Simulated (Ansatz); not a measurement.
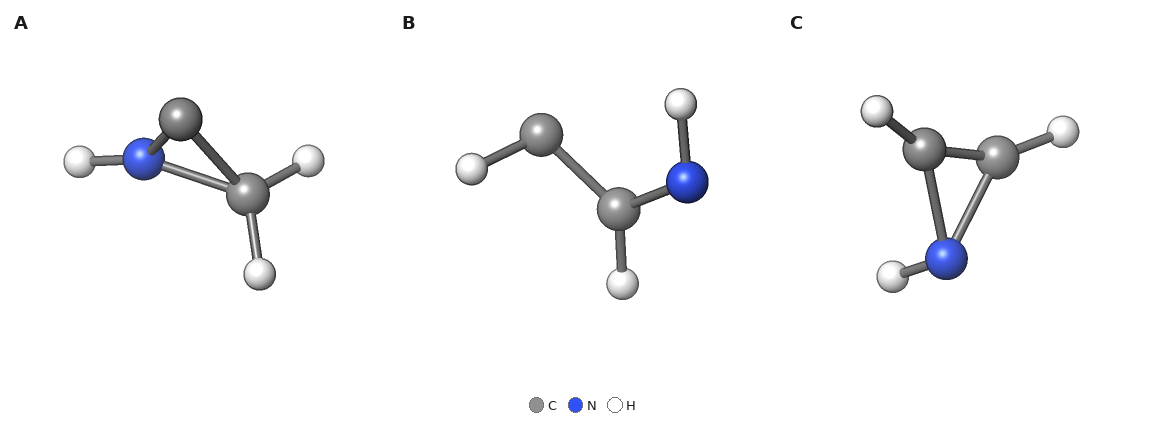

3 stationary structures of one formula. Geometries: PBE0-D4/def2-TZVP. Electronic energies: PBE-D4/def2-TZVPP (Ansatz 0.2.0), without zero-point energy. No frequency run is at hand to confirm each as a minimum.

### Which structure is the most stable?

A is lowest (Cs); C lies 3.2 kcal/mol above it (Cs), B lies 21.0 kcal/mol above it (C1).
